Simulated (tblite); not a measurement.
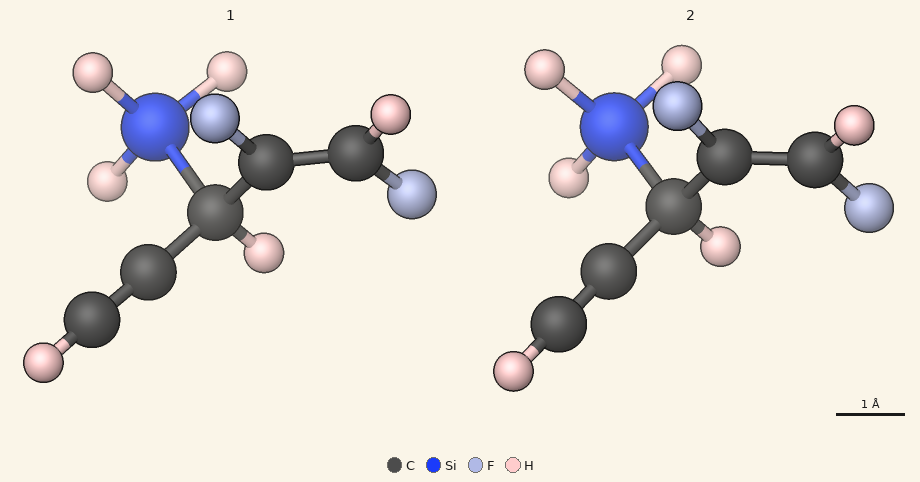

Two geometries of C$_{5}$H$_{6}$F$_{2}$Si, drawn at one scale. One is the start of a relaxation, the other its converged end. The picture is a ball-and-stick view, seen from a free direction.

Theory: tblite, GFN2-xTB geometry optimisation, gas phase. 

**Which of the two is the end point?**

Structure 1 is the relaxed one. An F atom moves most after the best rigid fit: 0.23 Å. Largest moves by element: F 0.23 Å, H 0.21 Å, C 0.13 Å, Si 0.02 Å. Near-neighbour distances that change, for instance: C–C 1.499 → 1.445 Å, C–Si 1.883 → 1.936 Å, H–Si 1.494 → 1.461 Å, C–H 1.067 → 1.049 Å. Bond angles that change, for instance: H–Si–H 106.2° → 112.0°, C–Si–H 112.9° → 108.1°, C–Si–H 111.1° → 106.4°. The energy falls by 0.182 eV in 76 geometry steps.
